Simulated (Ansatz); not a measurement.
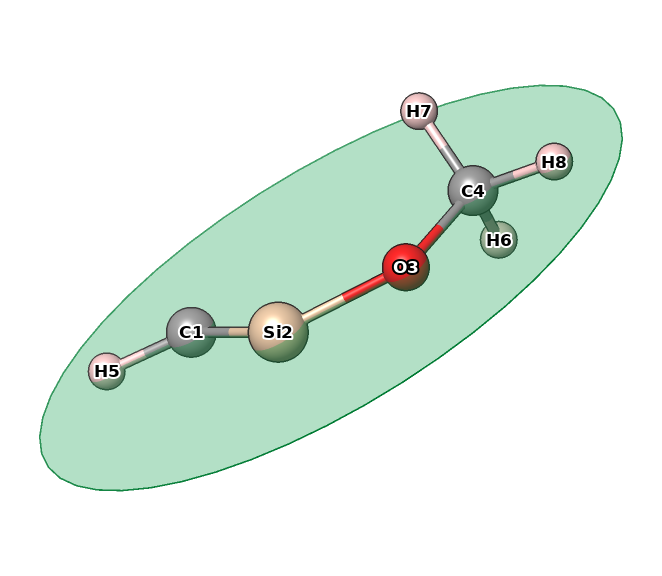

A disc through the centre of mass is drawn in. Depth is shown by fading: the farther an atom, the more it takes the colour of the background. The geometry was computed by an optimisation with PBE0-D4/def2-TZVP. No frequency run is at hand to confirm it as a minimum.

Question: Is the plane of the disc a mirror plane of the structure?

Answer: Yes. The reflection leaves C1, Si2, O3, C4, H5, H8 in place and moves H6 ↔ H7. The point group is Cs.
